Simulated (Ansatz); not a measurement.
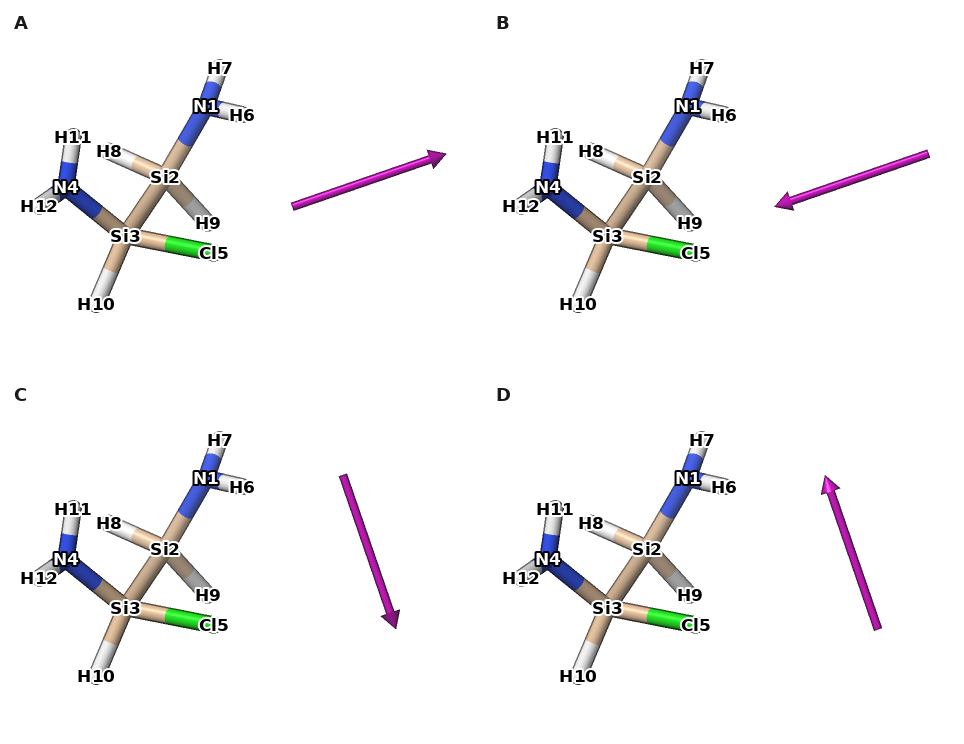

The same molecule four times, each with an arrow. Computed geometry: PBE0-D4/def2-TZVP optimisation. Method: RKS B3LYP-D4/def2-TZVPP (Ansatz 0.2.0).

> Which arrow points along the dipole moment, from the negative to the positive end?

D. The dipole moment is 1.79 D; it points from the side of H10 to the side of H7 (the outermost atoms at the two ends).
